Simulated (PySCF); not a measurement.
BH3P2

Input

```
import pyscf.grad
from pyscf import gto, dft

mol = gto.M(
    atom='''
B      0.639675    -0.258018    -0.369982
P      1.378473    -1.074109     1.062495
P      0.121483     0.672239     1.192389
H      0.658056     1.908264     1.672059
H     -1.143975     0.597256     1.854766
H      0.463547    -0.181543    -1.558957
''',
    basis='def2-tzvpd',
    spin=0,
    max_memory=3720,
    verbose=3,
    charge=0,
)

mf = dft.RKS(mol)
mf.xc = 'pbe0'
mf = mf.density_fit(auxbasis='def2-universal-jkfit')
mf.max_cycle = 100
mf.conv_tol = 1e-09
mf.grids.level = 3
mf.kernel()
if not mf.converged:
    mf = mf.newton().run(mf.mo_coeff, mf.mo_occ)

e_final = mf.e_tot
print('E(%s) = %.9f' % ('PBE0', e_final))
grad = mf.Gradients().kernel()
mf.analyze()
```

Command:

```sh
OMP_NUM_THREADS=2 python run.py
```

Geometry: PBE-D3(BJ)/def2-SVP.

Theory: Gaussian-basis quantum chemistry of an isolated molecule with PySCF, energy and nuclear gradient, functional PBE0 in PySCF 2.14.0.

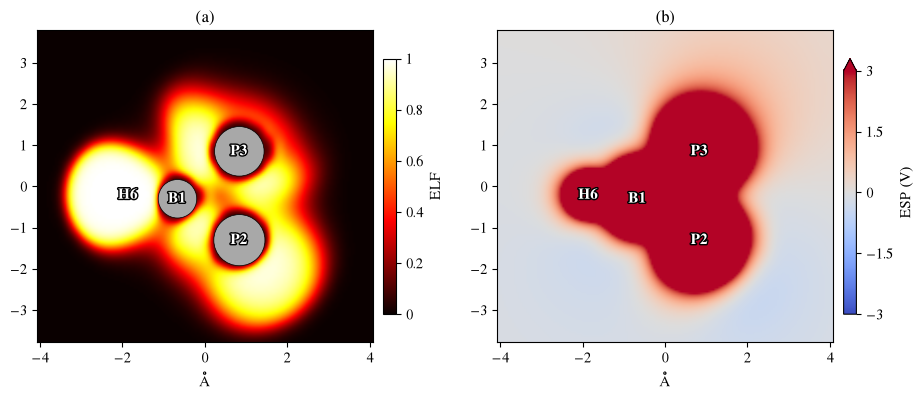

Figure 1. (a) ELF; (b) molecular electrostatic potential on the plane of atoms P3, B1 and H6. Grey discs cover the atomic cores in the ELF map.

> What do the fields say about this system?

- Atoms in the plane: B, P and H.
- B–P (1.81 Å): the ELF peaks at about 0.85 between the atoms; localised, covalent bonding.
- P–P (2.16 Å): the ELF peaks at about 0.75 between the atoms, as expected for a shared electron pair.
- B–H (1.20 Å): the ELF climbs to about 1 towards the hydrogen, as it does in any bond to H: a covalent bond by its length.
- B–P (1.89 Å): the ELF peaks at about 0.85 between the atoms: a shared electron pair.
- The ELF also peaks beside P2, away from the bonds: lone-pair regions.
- Outside the dense part of the molecule the potential is most negative (−0.4 V) near P2.

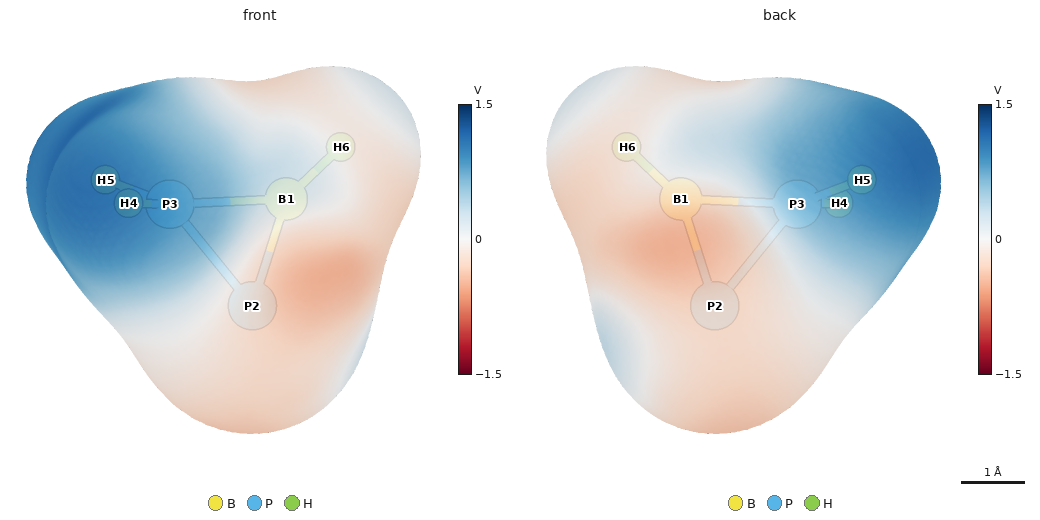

Figure 2. The electrostatic potential painted on the density surface at 0.002 e/bohr³, seen from the front and from behind; the colour scale runs from red (negative) to blue (positive).

> Which sites attract a positive test charge, and which a negative one?

A positive charge is drawn to the negative regions and a negative charge to the positive ones. The most negative region (about −0.5 V) lies over P2, the most positive (about +1.1 V) over P3, H4 and H5.

> How polar is the molecule by this calculation?

Its dipole moment is 2.03 D.

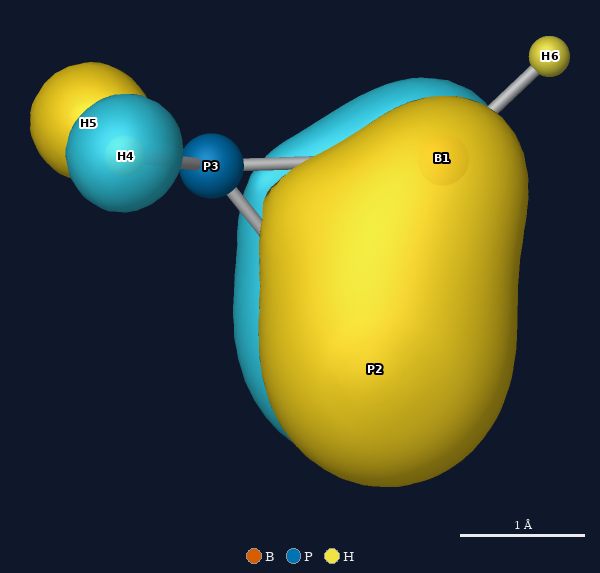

Figure 3. The HOMO at ±0.15 Å⁻³ᐟ² (yellow and cyan are the two phases), seen across its widest extent.

> Describe this orbital and give its energy.

It lies mainly on P2 (about 55 %), B1 (about 25 %) and P3 (about 15 %). Its energy is −7.04 eV.
